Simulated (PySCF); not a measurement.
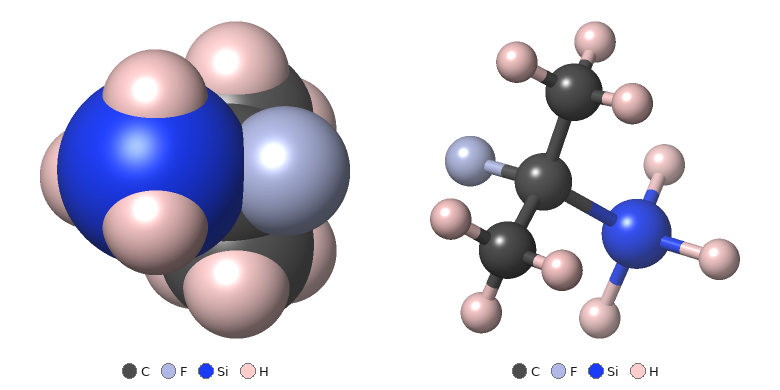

The same structure drawn twice, from different directions.

The geometry was computed by an optimisation with PBE0-D3(BJ)/def2-SVP. No frequency run is at hand to confirm it as a minimum.

What does the picture show?

It has 14 atoms: 3 carbon, 9 hydrogen, 1 fluorine and 1 silicon (C₃H₉FSi). SMILES: `CC(C)(F)[SiH3]`. It has no ring. Among its groups: C–F bond, Si–H bond. This geometry has Cs symmetry. Coordination: 3 C tetrahedral; 1 Si tetrahedral.

The parts below concern this one geometry. Atoms keep their numbers from picture to picture.

## Geometry

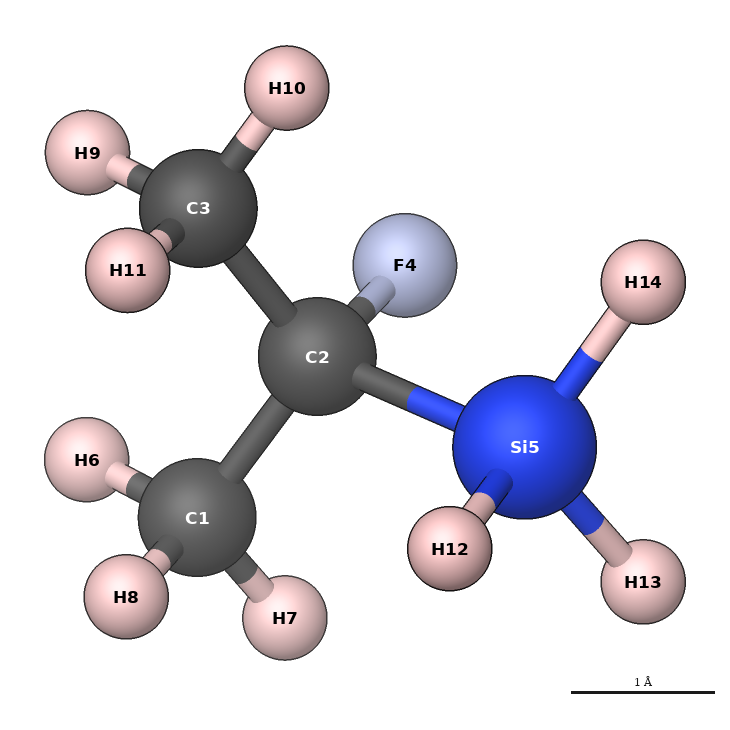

The atoms are numbered. No frequency run is at hand to confirm it as a minimum.

Give these bond angles: C1–C2–C3, C1–C2–F4, C1–C2–Si5, F4–C2–Si5, C2–C1–H6, C2–C1–H7, C2–C1–H8, C2–Si5–H12, C2–Si5–H13.

```json
{"angle": "C1–C2–C3", "degrees": "112.3"}
{"angle": "C1–C2–F4", "degrees": "107.3"}
{"angle": "C1–C2–Si5", "degrees": "112.4"}
{"angle": "F4–C2–Si5", "degrees": "104.7"}
{"angle": "C2–C1–H6", "degrees": "109.9"}
{"angle": "C2–C1–H7", "degrees": "111.1"}
{"angle": "C2–C1–H8", "degrees": "111.0"}
{"angle": "C2–Si5–H12", "degrees": "110.1"}
{"angle": "C2–Si5–H13", "degrees": "109.4"}
```

## Electronic properties

No frequency run is at hand to confirm it as a minimum. Properties computed with BLYP/pcSseg-1, gas phase (PySCF 2.14.0).

What does the calculation give?

- dipole moment: 1.65 D
- HOMO energy (Kohn–Sham orbital): −6.62 eV
- LUMO energy (Kohn–Sham orbital): 0.00 eV
- HOMO–LUMO gap: 6.62 eV

## Core levels

No frequency run is at hand to confirm it as a minimum. Properties computed with delta-SCF UKS SCAN, pcX-2 on the ionised atom, pcseg-1 elsewhere, spin-free X2C (PySCF 2.14.0).

Give the core-electron binding energies (to vacuum; p and d levels without spin–orbit splitting) of C1 1s, C2 1s, F4 1s, Si5 1s, Si5 2p.

| atom | level | binding energy (eV) |
| --- | --- | --- |
| C1 | 1s | 290.9 |
| C2 | 1s | 292.4 |
| F4 | 1s | 691.8 |
| Si5 | 1s | 1846.4 |
| Si5 | 2p | 106.9 |

## NMR shielding

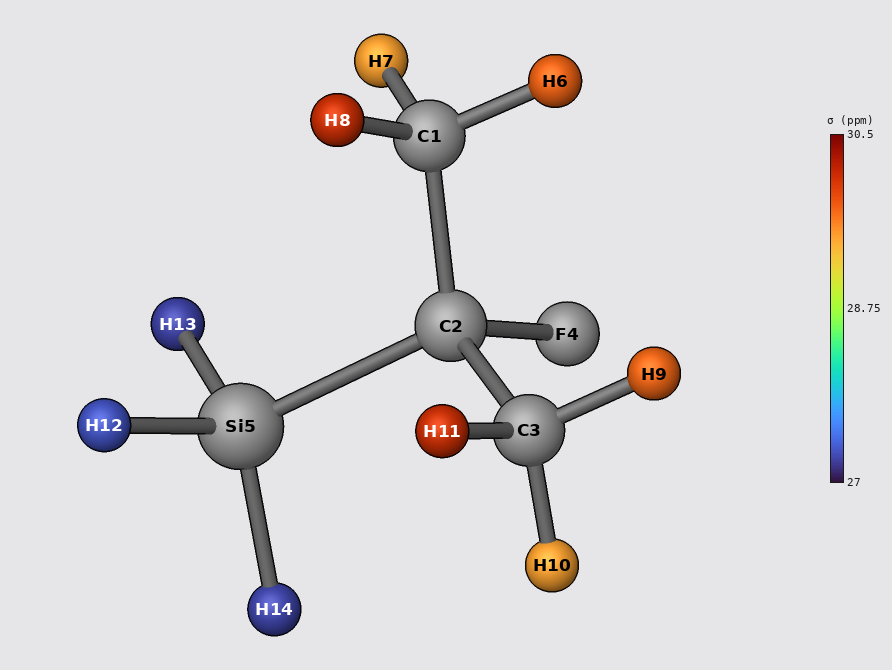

Atoms are coloured by their isotropic NMR shieldings (H only, the others grey). No frequency run is at hand to confirm it as a minimum. Method: GIAO OPBE/pcSseg-1 NMR shielding, non-relativistic, gas phase (PySCF 2.14.0).

Give the isotropic NMR shieldings of the H atoms atom by atom.

```json
{"atom": "H6", "σ (ppm)": "29.74"}
{"atom": "H7", "σ (ppm)": "29.46"}
{"atom": "H8", "σ (ppm)": "30.06"}
{"atom": "H9", "σ (ppm)": "29.73"}
{"atom": "H10", "σ (ppm)": "29.46"}
{"atom": "H11", "σ (ppm)": "30.06"}
{"atom": "H12", "σ (ppm)": "27.33"}
{"atom": "H13", "σ (ppm)": "27.26"}
{"atom": "H14", "σ (ppm)": "27.26"}
```
